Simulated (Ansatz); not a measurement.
## Run report: C2H5NSi, molecular dynamics (part 4 of 4)

C2H5NSi; RKS PBE0-D4/def2-mTZVP (Ansatz 0.2.0). It belongs to a series of runs on one base structure; here: dynamics from the highest image of the converged band.

Geometry of the input (Å):
```
Si -0.5727  0.9303  -0.7236
C  0.0376  -0.7989  -0.2643
C  0.2857  -1.0895  1.0896
N  1.5495  -1.0192  0.8697
H  -2.0374  0.7529  -0.9269
H  -0.3450  1.9907  0.3029
H  0.0606  1.3507  -1.9980
H  1.3631  -1.0294  -0.3926
H  -0.2529  -1.1338  2.0262
```

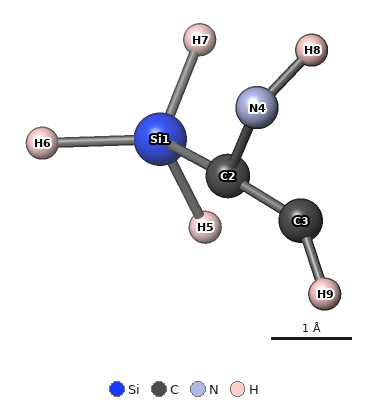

Fig. 1: The geometry at step 158 of the log (ball-and-stick view, seen at a tilt; atoms are numbered from 1 in the order of the input).

### Trajectory as extended XYZ, continued
```
9
Properties=species:S:1:pos:R:3:forces:R:3 step=113 time_fs=56.5 energy=-11512.12079 temperature=1082.7
Si   -0.6499    0.9846   -0.8174    1.7677  -1.1753   0.4361
C     0.2152   -0.6068   -0.0272   -0.7588  -0.1070   2.2065
C     0.2182   -1.2564    1.1444    0.1494  -0.4501  -2.6856
N     1.5709   -1.0553    0.7847   -0.8507   2.9273   0.8664
H    -2.1184    0.8660   -0.8258   -0.1418  -0.2665   0.0160
H    -0.2511    2.0719    0.1041   -0.0536   0.2384  -0.0483
H    -0.1241    1.2887   -2.2005   -0.2081  -0.2164   0.4246
H     2.1085   -1.7516    0.3359   -0.0804  -1.5969  -0.9519
H    -0.2837   -1.8564    1.9161    0.1764   0.6463  -0.2637
9
Properties=species:S:1:pos:R:3:forces:R:3 step=117 time_fs=58.5 energy=-11512.18389 temperature=1151.5
Si   -0.6431    0.9816   -0.8206    1.5798  -1.2098   0.9261
C     0.2442   -0.5919    0.0083   -1.6132   0.1440   1.5584
C     0.2158   -1.2814    1.1503   -0.4423  -0.1121  -2.7227
N     1.5364   -1.0428    0.7610    1.0178   2.4895   0.7814
H    -2.1104    0.8307   -0.8091   -0.1015  -0.2473   0.0152
H    -0.2642    2.1138    0.0646   -0.0588   0.1276  -0.0849
H    -0.1498    1.2708   -2.1970   -0.0539  -0.1913   0.1103
H     2.1006   -1.7066    0.2738   -0.3113  -1.3093  -0.6302
H    -0.2743   -1.8583    1.9240   -0.0166   0.3086   0.0464
9
Properties=species:S:1:pos:R:3:forces:R:3 step=121 time_fs=60.5 energy=-11512.19945 temperature=1168.9
Si   -0.6340    0.9769   -0.8226    1.1802  -1.2050   1.4970
C     0.2680   -0.5765    0.0487   -2.7046   0.7536   0.4882
C     0.2119   -1.3069    1.1476   -1.1942   0.0469  -2.2681
N     1.5050   -1.0236    0.7393    3.9860   0.8393  -0.1153
H    -2.1059    0.7861   -0.7917    0.0709  -0.1910   0.0160
H    -0.2796    2.1603    0.0218   -0.0706  -0.0577  -0.1395
H    -0.1774    1.2456   -2.1896    0.1335  -0.1510  -0.3090
H     2.0787   -1.7088    0.1900   -1.1890  -0.0031   0.4779
H    -0.2655   -1.8484    1.9338   -0.2123  -0.0320   0.3529
9
Properties=species:S:1:pos:R:3:forces:R:3 step=125 time_fs=62.5 energy=-11512.16936 temperature=1136.3
Si   -0.6234    0.9706   -0.8226    0.7754  -1.1414   1.7694
C     0.2831   -0.5587    0.0906   -3.7961   1.5518  -0.7267
C     0.2042   -1.3322    1.1377   -1.8778  -0.1227  -1.1625
N     1.4843   -1.0021    0.7174    5.6795  -0.2938  -0.2914
H    -2.0987    0.7342   -0.7738    0.2457  -0.1071   0.0121
H    -0.2977    2.2047   -0.0262   -0.0638  -0.2291  -0.1583
H    -0.2001    1.2144   -2.1934    0.2408  -0.1527  -0.5118
H     2.0146   -1.7137    0.1222   -1.0738   0.5321   0.8739
H    -0.2640   -1.8386    1.9555   -0.1298  -0.0371   0.1953
9
Properties=species:S:1:pos:R:3:forces:R:3 step=129 time_fs=64.5 energy=-11512.23163 temperature=1204.6
Si   -0.6117    0.9627   -0.8202    0.5086  -1.0308   1.5163
C     0.2861   -0.5359    0.1303   -4.4141   2.1160  -1.5069
C     0.1907   -1.3580    1.1242   -2.0402  -0.1573  -0.0364
N     1.4788   -0.9811    0.6949    5.4628  -0.6997   0.2980
H    -2.0825    0.6783   -0.7554    0.3020  -0.0152   0.0006
H    -0.3181    2.2406   -0.0801   -0.0287  -0.3062  -0.1147
H    -0.2140    1.1772   -2.2155    0.2203  -0.2126  -0.2952
H     1.9120   -1.7009    0.0850   -0.0912   0.1879   0.3725
H    -0.2670   -1.8298    1.9838    0.0805   0.1179  -0.2342
9
Properties=species:S:1:pos:R:3:forces:R:3 step=133 time_fs=66.5 energy=-11512.30804 temperature=1289.2
Si   -0.5993    0.9534   -0.8157    0.3354  -0.8998   0.8990
C     0.2752   -0.5065    0.1655   -4.0499   1.9106  -1.3728
C     0.1707   -1.3840    1.1103   -1.4302   0.4797   0.2670
N     1.4880   -0.9620    0.6733    3.6611  -0.4729   1.0806
H    -2.0551    0.6217   -0.7370    0.1963   0.0654  -0.0174
H    -0.3395    2.2652   -0.1382    0.0284  -0.2616  -0.0154
H    -0.2197    1.1319   -2.2481    0.1437  -0.2799   0.1655
H     1.8065   -1.6827    0.0604    1.0099  -0.6351  -0.6157
H    -0.2675   -1.8170    2.0041    0.1053   0.0938  -0.3908
9
Properties=species:S:1:pos:R:3:forces:R:3 step=138 time_fs=69.0 energy=-11512.39162 temperature=1380.9
Si   -0.5832    0.9400   -0.8085    0.0640  -0.6844   0.1103
C     0.2440   -0.4618    0.2037   -2.3206   0.4708  -0.3064
C     0.1399   -1.4138    1.0937   -0.0583   1.9857  -0.4531
N     1.5129   -0.9403    0.6500    1.1681  -1.3729   0.3672
H    -2.0119    0.5547   -0.7151   -0.0927   0.1434  -0.0490
H    -0.3645    2.2827   -0.2111    0.1035  -0.0941   0.1303
H    -0.2191    1.0602   -2.2785    0.1018  -0.3010   0.5979
H     1.7264   -1.6878    0.0007    1.1638   0.0561  -0.3285
H    -0.2642   -1.7978    2.0109   -0.1295  -0.2036  -0.0685
9
Properties=species:S:1:pos:R:3:forces:R:3 step=142 time_fs=71.0 energy=-11512.34814 temperature=1333.4
Si   -0.5701    0.9282   -0.8025   -0.3040  -0.4014  -0.2831
C     0.2103   -0.4240    0.2328   -0.5927  -0.9986   0.4996
C     0.1146   -1.4309    1.0790    0.9024   2.9314  -0.9076
N     1.5371   -0.9269    0.6327   -0.5877  -2.1989  -0.5772
H    -1.9803    0.5071   -0.6996   -0.3049   0.2089  -0.0851
H    -0.3802    2.2920   -0.2643    0.1412   0.0167   0.2034
H    -0.2140    0.9900   -2.2791    0.1466  -0.2654   0.6272
H     1.7118   -1.6921   -0.0621    0.8250   1.0725   0.4809
H    -0.2660   -1.7900    2.0118   -0.2258  -0.3652   0.0420
9
Properties=species:S:1:pos:R:3:forces:R:3 step=146 time_fs=73.0 energy=-11512.25963 temperature=1235.7
Si   -0.5576    0.9160   -0.7968   -0.8222  -0.0084  -0.3793
C     0.1746   -0.3893    0.2635    0.9067  -2.0856   0.8502
C     0.0922   -1.4388    1.0616    1.4754   3.1244  -0.6210
N     1.5597   -0.9193    0.6141   -1.9686  -1.8118  -0.4461
H    -1.9599    0.4676   -0.6874   -0.3723   0.3014  -0.1338
H    -0.3907    2.3017   -0.3099    0.1510   0.0189   0.2068
H    -0.2030    0.9097   -2.2565    0.2508  -0.2113   0.3663
H     1.7289   -1.6588   -0.1091    0.4856   1.0005   0.4775
H    -0.2757   -1.7955    2.0128   -0.1063  -0.3282  -0.3207
9
Properties=species:S:1:pos:R:3:forces:R:3 step=150 time_fs=75.0 energy=-11512.15406 temperature=1118.9
Si   -0.5461    0.9037   -0.7916   -1.3875   0.4041  -0.2429
C     0.1417   -0.3611    0.2967    1.9607  -2.3931   0.6497
C     0.0744   -1.4368    1.0423    1.8298   2.5856   0.0548
N     1.5770   -0.9165    0.5945   -2.9274  -0.4922   0.7656
H    -1.9533    0.4397   -0.6803   -0.2792   0.4138  -0.1905
H    -0.3954    2.3117   -0.3478    0.1459  -0.0782   0.1529
H    -0.1824    0.8213   -2.2204    0.3766  -0.1669  -0.0469
H     1.7648   -1.5903   -0.1407    0.2334  -0.0146  -0.4259
H    -0.2894   -1.8135    2.0013    0.0475  -0.2584  -0.7169
9
Properties=species:S:1:pos:R:3:forces:R:3 step=154 time_fs=77.0 energy=-11512.03855 temperature=991.8
Si   -0.5366    0.8919   -0.7868   -1.8074   0.6923  -0.1326
C     0.1150   -0.3404    0.3319    2.5214  -1.7285  -0.0648
C     0.0625   -1.4267    1.0232    2.1262   1.4701   0.6707
N     1.5863   -0.9152    0.5769   -3.3151   0.2837   1.6478
H    -1.9572    0.4276   -0.6805   -0.1125   0.5060  -0.2441
H    -0.3946    2.3188   -0.3799    0.1454  -0.1860   0.0774
H    -0.1476    0.7265   -2.1856    0.4463  -0.1272  -0.3121
H     1.8095   -1.5209   -0.1875   -0.0723  -0.5777  -0.9444
H    -0.3017   -1.8419    1.9638    0.0679  -0.3326  -0.6979
9
Properties=species:S:1:pos:R:3:forces:R:3 step=158 time_fs=79.0 energy=-11511.98299 temperature=929.9
Si   -0.5294    0.8811   -0.7822   -1.9227   0.7503  -0.3161
C     0.0963   -0.3250    0.3668    2.6547  -0.2334  -1.0744
C     0.0574   -1.4120    1.0062    2.3602  -0.0514   1.1648
N     1.5867   -0.9134    0.5635   -2.9223  -0.2175   0.9324
H    -1.9655    0.4346   -0.6901    0.0228   0.5357  -0.2820
H    -0.3881    2.3189   -0.4091    0.1604  -0.2134   0.0133
H    -0.0960    0.6270   -2.1616    0.3758  -0.0343  -0.1853
H     1.8503   -1.4696   -0.2652   -0.6865   0.0247   0.0728
H    -0.3119   -1.8835    1.9006   -0.0424  -0.5607  -0.3256
9
Properties=species:S:1:pos:R:3:forces:R:3 step=162 time_fs=81.0 energy=-11511.93844 temperature=881.4
Si   -0.5249    0.8713   -0.7780   -1.7332   0.6174  -0.7500
C     0.0860   -0.3103    0.3983    2.5068   1.3894  -1.8857
C     0.0598   -1.3974    0.9929    2.4275  -1.6545   1.6586
N     1.5790   -0.9121    0.5526   -2.4033  -0.5815   0.1753
H    -1.9731    0.4619   -0.7103    0.0664   0.4828  -0.2939
H    -0.3754    2.3113   -0.4376    0.1906  -0.1260  -0.0254
H    -0.0306    0.5264   -2.1438    0.1688   0.1435   0.2048
H     1.8655   -1.4183   -0.3406   -1.1249   0.4127   1.0258
H    -0.3235   -1.9463    1.8245   -0.0986  -0.6836  -0.1096
9
Properties=species:S:1:pos:R:3:forces:R:3 step=167 time_fs=83.5 energy=-11512.06700 temperature=1023.1
Si   -0.5226    0.8601   -0.7743   -1.2917   0.4652  -1.2595
C     0.0843   -0.2857    0.4294    2.0829   1.9525  -1.7306
C     0.0737   -1.3869    0.9839    2.1293  -2.7375   1.8899
N     1.5602   -0.9126    0.5400   -2.2073  -0.2038   0.6076
H    -1.9797    0.5213   -0.7513   -0.0051   0.3211  -0.2699
H    -0.3491    2.2959   -0.4746    0.2350   0.0710  -0.0528
H     0.0591    0.4095   -2.1093   -0.1294   0.3884   0.5587
H     1.8260   -1.3355   -0.3840   -0.9516  -0.0120   0.6770
H    -0.3417   -2.0586    1.7207    0.1378  -0.2449  -0.4204
9
Properties=species:S:1:pos:R:3:forces:R:3 step=171 time_fs=85.5 energy=-11512.24904 temperature=1223.8
Si   -0.5228    0.8520   -0.7732   -0.9726   0.5584  -1.4321
C     0.0906   -0.2594    0.4481    1.5926   0.7285  -0.5559
C     0.0925   -1.3879    0.9832    1.6668  -2.0923   1.2163
N     1.5381   -0.9136    0.5319   -2.1857   0.3518   1.7332
H    -1.9850    0.5830   -0.7957   -0.0824   0.1621  -0.2258
H    -0.3182    2.2859   -0.5065    0.2521   0.1666  -0.0804
H     0.1264    0.3317   -2.0594   -0.2793   0.4945   0.5231
H     1.7537   -1.2691   -0.3904   -0.3736  -0.6714  -0.5748
H    -0.3511   -2.1602    1.6211    0.3822   0.3018  -0.6035
9
Properties=species:S:1:pos:R:3:forces:R:3 step=175 time_fs=87.5 energy=-11512.38600 temperature=1374.8
Si   -0.5243    0.8447   -0.7741   -0.7881   0.8595  -1.3057
C     0.1019   -0.2308    0.4651    0.9336  -1.0283   0.8879
C     0.1167   -1.3953    0.9864    1.0512  -0.5426   0.1598
N     1.5102   -0.9138    0.5282   -1.5853   0.3332   1.5318
H    -1.9931    0.6510   -0.8487   -0.0769   0.0168  -0.1633
H    -0.2777    2.2818   -0.5415    0.2272   0.1186  -0.1170
H     0.1834    0.2724   -1.9904   -0.2917   0.4584   0.2144
H     1.6667   -1.2265   -0.4154    0.0795  -0.7941  -0.7520
H    -0.3464   -2.2511    1.4994    0.4505   0.5784  -0.4560
9
Properties=species:S:1:pos:R:3:forces:R:3 step=179 time_fs=89.5 energy=-11512.40484 temperature=1395.4
Si   -0.5269    0.8385   -0.7767   -0.7132   1.2239  -0.8889
C     0.1162   -0.2055    0.4849    0.0845  -2.1744   1.8790
C     0.1442   -1.4045    0.9902    0.2577   0.8604  -0.5647
N     1.4781   -0.9132    0.5283   -0.3823  -0.1790  -0.3489
H    -2.0039    0.7197   -0.9079    0.0400  -0.1036  -0.0811
H    -0.2286    2.2819   -0.5809    0.1526  -0.0433  -0.1431
H     0.2297    0.2302   -1.9135   -0.1751   0.2788  -0.2352
H     1.5822   -1.2127   -0.4642    0.4036  -0.3938   0.5331
H    -0.3250   -2.3209    1.3606    0.3323   0.5310  -0.1502
9
Properties=species:S:1:pos:R:3:forces:R:3 step=183 time_fs=91.5 energy=-11512.26515 temperature=1241.7
Si   -0.5305    0.8340   -0.7805   -0.5784   1.4259  -0.3579
C     0.1308   -0.1868    0.5105   -0.9261  -2.2528   2.1151
C     0.1724   -1.4112    0.9923   -0.7598   1.3474  -0.6889
N     1.4450   -0.9131    0.5276    1.1582  -0.4567  -1.6629
H    -2.0130    0.7845   -0.9702    0.1943  -0.2050   0.0152
H    -0.1738    2.2803   -0.6257    0.0462  -0.2083  -0.1352
H     0.2693    0.1986   -1.8454   -0.0448   0.0562  -0.5957
H     1.5134   -1.2145   -0.4950    0.7440  -0.1353   1.1857
H    -0.2911   -2.3705    1.2161    0.1665   0.4285   0.1247
9
Properties=species:S:1:pos:R:3:forces:R:3 step=188 time_fs=94.0 energy=-11512.04081 temperature=993.7
Si   -0.5360    0.8311   -0.7860   -0.0507   1.1835   0.0980
C     0.1443   -0.1731    0.5517   -2.2047  -1.1617   1.5211
C     0.2038   -1.4140    0.9921   -2.2013   0.5416  -0.3362
N     1.4088   -0.9145    0.5207    3.4153  -0.2484  -1.4880
H    -2.0138    0.8541   -1.0468    0.2771  -0.2996   0.1248
H    -0.1033    2.2672   -0.6886   -0.0795  -0.2706  -0.0689
H     0.3157    0.1620   -1.7917   -0.1147  -0.0480  -0.6294
H     1.4677   -1.2251   -0.4763    0.9463  -0.1898   0.3383
H    -0.2400   -2.4086    1.0430    0.0122   0.4930   0.4404
9
Properties=species:S:1:pos:R:3:forces:R:3 step=192 time_fs=96.0 energy=-11511.84213 temperature=774.6
Si   -0.5405    0.8306   -0.7902    0.5932   0.6518   0.2292
C     0.1476   -0.1665    0.5903   -2.8339  -0.0358   0.6779
C     0.2214   -1.4141    0.9906   -2.8880  -0.4132  -0.1421
N     1.3898   -0.9164    0.5106    4.7517   0.1764  -0.3901
H    -2.0031    0.8973   -1.1032    0.1920  -0.3329   0.1803
H    -0.0499    2.2455   -0.7421   -0.1379  -0.1730   0.0156
H     0.3477    0.1312   -1.7752   -0.3588   0.0298  -0.3787
H     1.4708   -1.2418   -0.4451    0.8487  -0.3613  -0.9152
H    -0.1985   -2.4185    0.9228   -0.1670   0.4582   0.7231
9
Properties=species:S:1:pos:R:3:forces:R:3 step=196 time_fs=98.0 energy=-11511.72032 temperature=640.0
Si   -0.5442    0.8310   -0.7942    1.1631   0.0698   0.2829
C     0.1419   -0.1602    0.6310   -2.8180   0.6668  -0.1994
C     0.2300   -1.4154    0.9885   -2.6426  -0.7619  -0.3309
N     1.3836   -0.9180    0.4992    5.0231   0.2075  -0.0360
H    -1.9853    0.9279   -1.1527    0.0070  -0.3208   0.2054
H    -0.0016    2.2174   -0.7949   -0.1510   0.0062   0.1074
H     0.3660    0.1017   -1.7731   -0.5885   0.1174  -0.0964
H     1.5055   -1.2709   -0.4446    0.4484  -0.1150  -0.8714
H    -0.1636   -2.4117    0.8300   -0.4415   0.1299   0.9385
9
Properties=species:S:1:pos:R:3:forces:R:3 step=200 time_fs=100.0 energy=-11511.68500 temperature=600.8
Si   -0.5464    0.8315   -0.7977    1.4714  -0.3497   0.3532
C     0.1274   -0.1520    0.6711   -2.2393   0.6799  -0.9280
C     0.2303   -1.4189    0.9853   -1.6285  -0.3227  -0.8395
N     1.3911   -0.9190    0.4876    4.2418  -0.2082  -0.3302
H    -1.9672    0.9463   -1.1943   -0.1744  -0.2755   0.2221
H     0.0410    2.1896   -0.8436   -0.1454   0.1748   0.1903
H     0.3623    0.0763   -1.7751   -0.6752   0.1263   0.0739
H     1.5566   -1.3033   -0.4740   -0.1705   0.4771   0.2475
H    -0.1455   -2.4003    0.7727   -0.6799  -0.3020   1.0105
```
